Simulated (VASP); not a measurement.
# Quasiparticle energies of Bi2Te3 (Tellurobismuthite) in VASP

How does the gap of Bi2Te3 (Tellurobismuthite) change from the starting functional to GW? The cell has space group R-3m. The start is a cell from a database of measured crystal structures.

Program: VASP 6.6.1. Level of theory: PBE; plane waves and PAW (Bi_d_GW, Te_GW), in the first sound run; inputs show where later runs differ. Results are calculated unless marked as measured.

### Step 1. Set-up

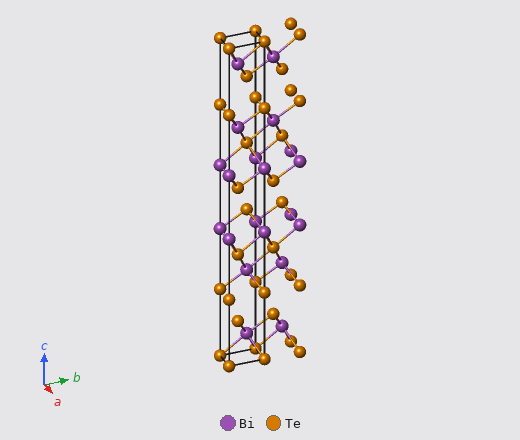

Start, viewed slightly off an axis; bismuth purple, tellurium orange. 1×2×1 cells are drawn. This picture shows the conventional cell, with its axes. Bonds to atoms that aren't drawn are left out. Some periodic images of atoms are drawn too.

### Step 2. Ground state

The orbitals come from a self-consistent PBE run with a tight EDIFF and a narrow smearing. KPOINTS_OPT adds the bands along a path, which shows whether the mesh holds the band edges.

INCAR reads:

```
SYSTEM = Bi2Te3
PREC = Accurate
ENCUT = 300
EDIFF = 1E-08
NELM = 100
ISMEAR = 0
SIGMA = 0.01
LREAL = .FALSE.
ALGO = Normal
GGA = PE
NBANDS = 32
LORBIT = 11
LWAVE = .TRUE.
LCHARG = .FALSE.
KPAR = 8
```

POSCAR reads:

```
Bi2Te3
1.0
    2.1930000000      1.2661291403     10.1656666667
   -2.1930000000      1.2661291403     10.1656666667
    0.0000000000     -2.5322582807     10.1656666667
Bi Te
2 3
Direct
    0.4000000000      0.4000000000      0.4000000000
    0.6000000000      0.6000000000      0.6000000000
    0.0000000000      0.0000000000      0.0000000000
    0.2095000000      0.2095000000      0.2095000000
    0.7905000000      0.7905000000      0.7905000000
```

KPOINTS reads:

```
Automatic mesh
0
Gamma
4 4 4
0 0 0
```

KPOINTS_OPT reads:

```
Line mode
12
Line-mode
Reciprocal
  0.00000000   0.00000000   0.00000000 GAMMA
  0.50000000   0.00000000   0.00000000 L

  0.50000000   0.00000000   0.00000000 L
  0.50000000   0.17700839  -0.17700839 B1

  0.82299161   0.50000000   0.17700839 B
  0.50000000   0.50000000   0.50000000 Z

  0.50000000   0.50000000   0.50000000 Z
  0.00000000   0.00000000   0.00000000 GAMMA

  0.00000000   0.00000000   0.00000000 GAMMA
  0.33850420   0.00000000  -0.33850420 X

  0.66149580   0.33850420   0.00000000 Q
  0.50000000   0.50000000   0.00000000 F

  0.50000000   0.50000000   0.00000000 F
  0.66149580   0.66149580   0.17700839 P1

  0.66149580   0.66149580   0.17700839 P1
  0.50000000   0.50000000   0.50000000 Z

  0.50000000   0.00000000   0.00000000 L
  0.82299161   0.33850420   0.33850420 P
```

Potentials, in the order of the species: Bi_d_GW and Te_GW (PBE family, release 64).

The run is started by

```console
> mpirun -np 8 vasp_std
```

What it wrote:

```text
[banner, memory and clock lines left out]
running    8 mpi-ranks, on    1 nodes
 distrk:  each k-point on    1 cores,    8 groups
 distr:  one band on    1 cores,    1 groups

 POSCAR found type information on POSCAR BiTe
 POSCAR found :  2 types and       5 ions
|                                                                             |
|           W    W    AA    RRRRR   N    N  II  N    N   GGGG   !!!           |
|           W    W   A  A   R    R  NN   N  II  NN   N  G    G  !!!           |
|           W    W  A    A  R    R  N N  N  II  N N  N  G       !!!           |
|           W WW W  AAAAAA  RRRRR   N  N N  II  N  N N  G  GGG   !            |
|           WW  WW  A    A  R   R   N   NN  II  N   NN  G    G                |
|           W    W  A    A  R    R  N    N  II  N    N   GGGG   !!!           |
|                                                                             |
|     For optimal performance we recommend to set                             |
|       NCORE = 2 up to number-of-cores-per-socket                            |
|     NCORE specifies how many cores store one orbital (NPAR=cpu/NCORE).      |
|     This setting can greatly improve the performance of VASP for DFT.       |
|     The default, NCORE=1 might be grossly inefficient on modern             |
|     multi-core architectures or massively parallel machines. Do your        |
|     Unfortunately you need to use the default for GW and RPA                |
|     calculations (for HF NCORE is supported but not extensively tested      |
|     yet).                                                                   |
|                                                                             |

 LDA part: xc-table for (Slater+PW92), standard interpolation
 POSCAR, INCAR and KPOINTS ok, starting setup
 FFT: planning ... GRIDC
 FFT: planning ... GRID_SOFT
 FFT: planning ... GRID
 WAVECAR not read
 entering main loop
       N       E                     dE             d eps       ncg     rms          rms(c)
DAV:   1     0.540760747121E+03    0.54076E+03   -0.22628E+04  1072   0.136E+03
DAV:   2     0.501212195990E+02   -0.49064E+03   -0.47654E+03   952   0.482E+02
DAV:   3    -0.160486146034E+02   -0.66170E+02   -0.64975E+02  1328   0.231E+02
DAV:   4    -0.184911711857E+02   -0.24426E+01   -0.24345E+01  1272   0.511E+01
DAV:   5    -0.185663211155E+02   -0.75150E-01   -0.75112E-01  1272   0.856E+00    0.634E+00
DAV:   6    -0.182890102940E+02    0.27731E+00   -0.59956E-01  1312   0.625E+00    0.399E+00
DAV:   7    -0.182907069144E+02   -0.16966E-02   -0.20269E-01  1152   0.243E+00    0.153E+00
DAV:   8    -0.182947699636E+02   -0.40630E-02   -0.29367E-02  1040   0.155E+00    0.209E-01
DAV:   9    -0.182943720712E+02    0.39789E-03   -0.48329E-03  1352   0.417E-01    0.623E-02
DAV:  10    -0.182944757076E+02   -0.10364E-03   -0.90382E-04  1128   0.173E-01    0.282E-02
DAV:  11    -0.182945025960E+02   -0.26888E-04   -0.12401E-04  1280   0.104E-01    0.832E-03
DAV:  12    -0.182945065889E+02   -0.39929E-05   -0.13227E-05  1216   0.322E-02    0.251E-03
DAV:  13    -0.182945073376E+02   -0.74875E-06   -0.24977E-06  1216   0.152E-02    0.105E-03
DAV:  14    -0.182945073368E+02    0.77307E-09   -0.20439E-07  1096   0.415E-03    0.458E-04
DAV:  15    -0.182945073336E+02    0.32414E-08   -0.48409E-08   880   0.155E-03
   1 F= -.18294507E+02 E0= -.18294507E+02  d E =-.277918E-16
 Start KPOINTS_OPT (optional k-point list driver)
k-point batch [1-13\108]
       N       E                     dE             ncg
DAV:   1    -0.555511334606E+04   -0.13091E+05     1104
DAV:   2    -0.117622932795E+05   -0.62072E+04      952
DAV:   3    -0.126618708302E+05   -0.89958E+03     1320
DAV:   4    -0.126975649194E+05   -0.35694E+02     1256
DAV:   5    -0.126984763594E+05   -0.91144E+00     1336
DAV:   6    -0.126985152696E+05   -0.38910E-01     1400
DAV:   7    -0.126985168243E+05   -0.15548E-02     1376
DAV:   8    -0.126985169246E+05   -0.10026E-03     1408
DAV:   9    -0.126985169313E+05   -0.67266E-05     1360
DAV:  10    -0.126985169318E+05   -0.50999E-06     1128
DAV:  11    -0.126985169319E+05   -0.39872E-07      880
DAV:  12    -0.126985169319E+05   -0.26957E-08      632
[...]
k-point batch [105-108\108]
       N       E                     dE             ncg
DAV:   1     0.706987835818E+04   -0.63607E+04      384
DAV:   2     0.522313839671E+04   -0.18467E+04      320
DAV:   3     0.500237113532E+04   -0.22077E+03      400
DAV:   4     0.499433894076E+04   -0.80322E+01      392
DAV:   5     0.499400209261E+04   -0.33685E+00      424
DAV:   6     0.499399262469E+04   -0.94679E-02      416
DAV:   7     0.499399208516E+04   -0.53953E-03      432
DAV:   8     0.499399205491E+04   -0.30256E-04      416
DAV:   9     0.499399205262E+04   -0.22846E-05      440
DAV:  10     0.499399205245E+04   -0.17453E-06      368
DAV:  11     0.499399205243E+04   -0.13366E-07      312
DAV:  12     0.499399205243E+04   -0.48749E-09      216
 writing wavefunctions
```

It took 3.1 min on 8 MPI ranks of Intel Xeon 6975P-C (Granite Rapids), shared host; peak memory 3.6 GiB; 21 min of CPU time.

The logs omit lines about the potential files and the build; timing stands in the text.

From OUTCAR (step 2):

```text
ion  position               nearest neighbor table
   1  0.400  0.400  0.400-   5 3.07   5 3.07   5 3.07   3 3.25   3 3.25   3 3.25
   2  0.600  0.600  0.600-   4 3.07   4 3.07   4 3.07   3 3.25   3 3.25   3 3.25
   3  0.000  0.000  0.000-   2 3.25   1 3.25   2 3.25   2 3.25   1 3.25   1 3.25
   4  0.209  0.209  0.209-   2 3.07   2 3.07   2 3.07   5 3.64   5 3.64   5 3.64
   5  0.791  0.791  0.791-   1 3.07   1 3.07   1 3.07   4 3.64   4 3.64   4 3.64

  LATTYP: Found a trigonal (rhomboedric) cell.
 ALAT       =    10.4763118882
 COS(alpha) =     0.9123624111

 Subroutine GETGRP returns: Found 12 space group operations
 (whereof 12 operations were pure point group operations)

The static configuration has the point symmetry D_3d.

 Found     13 irreducible k-points:

   k-points           NKPTS =     13   k-points in BZ     NKDIM =     13   number of bands    NBANDS=     32

   dimension x,y,z NGX =    60 NGY =   60 NGZ =   60
   dimension x,y,z NGXF=   120 NGYF=  120 NGZF=  120

   ENCUT  =  300.0 eV  22.05 Ry    4.70 a.u.  14.80 14.80 14.80*2*pi/ulx,y,z

   NELECT =      52.0000    total number of electrons

 k-points in reciprocal lattice and weights: Automatic mesh
   0.00000000  0.00000000  0.00000000       0.016
   0.25000000  0.00000000  0.00000000       0.094
   0.50000000  0.00000000  0.00000000       0.047
   0.25000000  0.25000000  0.00000000       0.094
   0.50000000  0.25000000  0.00000000       0.188
  -0.25000000  0.25000000  0.00000000       0.094
   0.50000000  0.50000000  0.00000000       0.047
   0.25000000  0.25000000  0.25000000       0.031
   0.50000000  0.25000000  0.25000000       0.094
  -0.25000000  0.25000000  0.25000000       0.094
   0.50000000  0.50000000  0.25000000       0.094
  -0.25000000  0.50000000  0.25000000       0.094
   0.50000000  0.50000000  0.50000000       0.016

 average (electrostatic) potential at core
       1 -55.7610       2 -55.7610       3 -89.4145       4 -89.6097       5 -89.6097

 E-fermi :   5.0542

 k-point     1 :       0.0000    0.0000    0.0000
  band No.  band energies     occupation
    ...
     22       3.1095      2.00000
     23       3.1095      2.00000
     24       3.9561      2.00000
     25       3.9561      2.00000
     26       4.8224      2.00000
     27       5.1079      0.00000
     28       5.4665      0.00000
     29       5.4665      0.00000
     30       6.7809      0.00000
     31       6.9245      0.00000
    ...

 k-point     2 :       0.2500    0.0000    0.0000
  band No.  band energies     occupation
    ...
     22       2.5962      2.00000
     23       2.7954      2.00000
     24       3.8408      2.00000
     25       3.9465      2.00000
     26       4.2019      2.00000
     27       5.8327      0.00000
     28       6.2396      0.00000
     29       6.2797      0.00000
     30       7.3284      0.00000
     31       7.3487      0.00000
    ...

 k-point     3 :       0.5000    0.0000    0.0000
  band No.  band energies     occupation
    ...
     22       1.6684      2.00000
     23       1.9080      2.00000
     24       2.4072      2.00000
     25       3.9066      2.00000
     26       4.3120      2.00000
     27       5.3897      0.00000
     28       5.8745      0.00000
     29       7.5650      0.00000
     30       7.5996      0.00000
     31       8.1589      0.00000
    ...

  Total        1.5474795      1.5474795      1.2252104      0.0000000     -0.0000000      0.0000000
  in kB       14.6396854     14.6396854     11.5909096      0.0000000     -0.0000000      0.0000000
  external PRESSURE =      13.6234268 kB  Pullay stress =       0.0000000 kB

  energy-cutoff  :      300.00
  volume of cell :      169.36
      direct lattice vectors                 reciprocal lattice vectors
     2.193000000  1.266129140 10.165666667     0.227998176  0.131634808  0.032790111
    -2.193000000  1.266129140 10.165666667    -0.227998176  0.131634808  0.032790111
     0.000000000 -2.532258281 10.165666667     0.000000000 -0.263269617  0.032790111

 POSITION                                       TOTAL-FORCE (eV/Angst)
 -----------------------------------------------------------------------------------
      0.00000     -0.00000     12.19880         0.000000     -0.000000      0.005665
      0.00000     -0.00000     18.29820         0.000000      0.000000     -0.005665
      0.00000      0.00000      0.00000         0.000000     -0.000000     -0.000000
      0.00000     -0.00000      6.38912         0.000000     -0.000000      0.052744
      0.00000     -0.00000     24.10788         0.000000      0.000000     -0.052744
 -----------------------------------------------------------------------------------
    total drift:                                0.000000      0.000000      0.000000

  FREE ENERGIE OF THE ION-ELECTRON SYSTEM (eV)
  ---------------------------------------------------
  free  energy   TOTEN  =       -18.2945073336 eV

  energy  without entropy=      -18.2945073336  energy(sigma->0) =      -18.29450733

 total charge
# of ion       s       p       d       f       tot
--------------------------------------------------
    1        3.611   1.113   9.985   0.016  14.725
    2        3.611   1.113   9.985   0.016  14.725
    3        1.611   2.536   0.047   0.000   4.194
    4        1.638   2.456   0.049   0.000   4.143
    5        1.638   2.456   0.049   0.000   4.143
--------------------------------------------------
tot         12.110   9.676  20.114   0.032  41.932

[... 3 further parts left out ...]
```

This step gave:

```yaml
free_energy_toten: -18.29 eV
fermi_energy: 5.054 eV
pressure: 1.362 GPa
least_gap_on_mesh_and_path: 0.2855 eV
least_direct_gap_on_mesh_and_path: 0.2855 eV
```

The highest empty bands on the path are converged less tightly, to about 0.1 eV. The electronic bands at the labelled points (eV, zero at the valence-band top; v1 is the highest filled band, c1 the lowest empty one):

| point | v4 | v3 | v2 | v1 | c1 | c2 | c3 | c4 |
| --- | --- | --- | --- | --- | --- | --- | --- | --- |
| Γ | -1.71 | -0.87 | -0.87 | 0.00 | 0.29 | 0.64 | 0.64 | 1.96 |
| L | -2.91 | -2.42 | -0.92 | -0.51 | 0.57 | 1.05 | 2.74 | 2.78 |
| B1 | -2.57 | -1.95 | -0.98 | -0.78 | 1.19 | 1.45 | 2.52 | 3.23 |
| jump to B | -2.57 | -1.95 | -0.98 | -0.78 | 1.19 | 1.45 | 2.52 | 3.23 |
| Z | -1.42 | -1.16 | -1.16 | -0.44 | 0.83 | 1.13 | 1.13 | 1.64 |
| Γ | -1.71 | -0.87 | -0.87 | 0.00 | 0.29 | 0.64 | 0.64 | 1.96 |
| X | -2.98 | -1.63 | -1.39 | -0.65 | 1.07 | 2.00 | 2.05 | 3.62 |
| jump to Q | -2.98 | -1.63 | -1.39 | -0.65 | 1.07 | 2.00 | 2.05 | 3.62 |
| F | -2.00 | -1.82 | -1.55 | -0.96 | 0.85 | 1.51 | 2.05 | 2.64 |
| P1 | -2.47 | -1.36 | -1.32 | -1.24 | 1.17 | 1.30 | 1.68 | 2.60 |
| Z | -1.42 | -1.16 | -1.16 | -0.44 | 0.83 | 1.13 | 1.13 | 1.64 |
| jump to L | -2.91 | -2.42 | -0.92 | -0.51 | 0.57 | 1.05 | 2.74 | 2.78 |
| P | -2.47 | -1.36 | -1.32 | -1.24 | 1.17 | 1.30 | 1.68 | 2.60 |

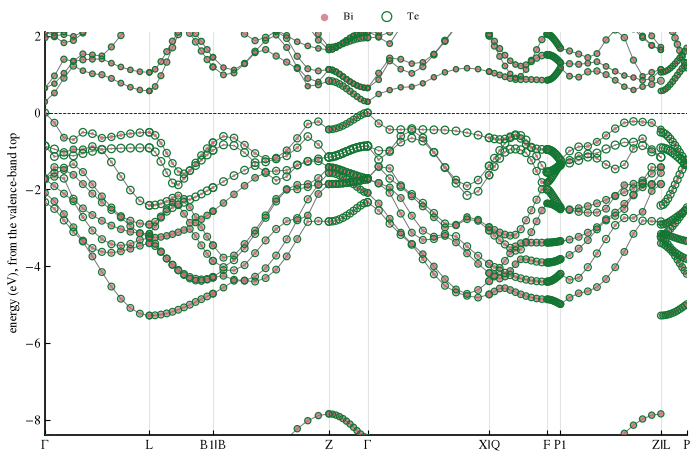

Electronic bands along the path; dots are coloured as in the legend, and their area grows with the weight.

The cell has a gap of 0.285 eV on mesh and path. Spin-orbit coupling is left out, which can shift or reorder these edges. Forces of up to 0.053 eV/Å remain in these settings.

### Step 3. Empty bands, pseudo set GW light

ALGO = Exact makes the empty bands from the converged ground state in one step. LOPTICS writes the k-derivatives of the orbitals (WAVEDER), which give the long-wavelength limit of the screening.

INCAR reads:

```
SYSTEM = Bi2Te3
PREC = Accurate
ENCUT = 300
ISMEAR = 0
SIGMA = 0.01
LREAL = .FALSE.
GGA = PE
NBANDS = 856
ALGO = Exact
NELM = 1
LWAVE = .TRUE.
LCHARG = .FALSE.
LOPTICS = .TRUE.
NEDOS = 1000
CSHIFT = 0.1
```

POSCAR is that of step 2.

KPOINTS is that of step 2.

The run is started by

```console
> mpirun -np 8 vasp_std
```

What it wrote:

```text
[banner, memory and clock lines left out]
running    8 mpi-ranks, on    1 nodes
 distrk:  each k-point on    8 cores,    1 groups
 distr:  one band on    1 cores,    8 groups

 POSCAR found type information on POSCAR BiTe
 POSCAR found :  2 types and       5 ions
 [... a notice as in an earlier step ...]

 LDA part: xc-table for (Slater+PW92), standard interpolation
 found WAVECAR, reading the header
  number of bands has changed, file:    32 present:   856
  trying to continue reading WAVECAR, but it might fail
 POSCAR, INCAR and KPOINTS ok, starting setup
 FFT: planning ... GRIDC
 FFT: planning ... GRID_SOFT
 FFT: planning ... GRID
 reading WAVECAR
 random initialization beyond band           32
 the WAVECAR file was read successfully
 initial charge from wavefunction
 entering main loop
       N       E                     dE             d eps       ncg     rms          rms(c)
DIA:   1    -0.182945073459E+02   -0.18295E+02    0.00000E+00     0   0.000E+00
   1 F= -.18294507E+02 E0= -.18294507E+02  d E =-.140962E-20
 writing wavefunctions
 optical routines
 imaginary and real dielectric function
 recalculating local potential from charge density
 direction            1
 direction            2
 direction            3
```

It took 53 s on 8 MPI ranks; peak memory 2.9 GiB.

OUTCAR, selected parts (step 3):

```text
The static configuration has the point symmetry D_3d.

 Found     13 irreducible k-points:

   k-points           NKPTS =     13   k-points in BZ     NKDIM =     13   number of bands    NBANDS=    856

   NELECT =      52.0000    total number of electrons

 E-fermi :   5.0457

 k-point     1 :       0.0000    0.0000    0.0000
  band No.  band energies     occupation
    ...
     22       3.1095      2.00000
     23       3.1095      2.00000
     24       3.9562      2.00000
     25       3.9562      2.00000
     26       4.8224      2.00000
     27       5.1079      0.00000
     28       5.4665      0.00000
     29       5.4665      0.00000
     30       6.7809      0.00000
     31       6.9245      0.00000
    ...

 k-point     3 :       0.5000    0.0000    0.0000
  band No.  band energies     occupation
    ...
     22       1.6684      2.00000
     23       1.9080      2.00000
     24       2.4072      2.00000
     25       3.9066      2.00000
     26       4.3120      2.00000
     27       5.3896      0.00000
     28       5.8745      0.00000
     29       7.5650      0.00000
     30       7.5996      0.00000
     31       8.1588      0.00000
    ...

  Total        1.5502523      1.5502523      1.2287000      0.0000000     -0.0000000      0.0000000
  in kB       14.6659172     14.6659172     11.6239223      0.0000000     -0.0000000      0.0000000
  external PRESSURE =      13.6519189 kB  Pullay stress =       0.0000000 kB

 POSITION                                       TOTAL-FORCE (eV/Angst)
 -----------------------------------------------------------------------------------
      0.00000     -0.00000     12.19880         0.000000     -0.000000      0.005975
      0.00000     -0.00000     18.29820         0.000000      0.000000     -0.005975
      0.00000      0.00000      0.00000         0.000000      0.000000     -0.000000
      0.00000     -0.00000      6.38912         0.000000     -0.000000      0.052729
      0.00000     -0.00000     24.10788         0.000000      0.000000     -0.052729
 -----------------------------------------------------------------------------------
    total drift:                                0.000000      0.000000      0.000000

  FREE ENERGIE OF THE ION-ELECTRON SYSTEM (eV)
  ---------------------------------------------------
  free  energy   TOTEN  =       -18.2945073459 eV

  energy  without entropy=      -18.2945073459  energy(sigma->0) =      -18.29450735

 plasma frequency squared (from intraband transitions) (eV^2)
  --------------------------------------------------------------------------------------
       0.000       0.000       0.000
       0.000       0.000      -0.000
       0.000      -0.000       0.000

[... 11 parts as in an earlier step ...]

[... 1 further part left out ...]
```

WAVECAR now holds 856 bands for 52 electrons. Its independent-particle dielectric tensor has xx, yy, zz = 49.9, 49.9, 60.1 on this mesh, which isn't tested for convergence; a coarse zone-centred mesh tends to overstate it, local fields are missing, and the same mesh feeds the screening.

(Part 1 of 3 ends here.)

[Lines on the potential files, build, host, timing and source positions are cut from VASP's logs without a mark.]

[Logs are printed without paths, hosts, clocks, repeated set-up lines and the standing remarks that a program may print on its own settings, such as how far it seeks lower states.]

[Hosts, paths, dates, database ids (printed as entryN), source tags and the programs' standing remarks are cut or masked in the printed files.]

[Measured values are set beside computed ones only where the two were judged alike; some that the calculation misses by far are left out.]

[Pressures printed for these runs are not shown converged in the cutoff: they can be off by several GPa and have the wrong sign.]
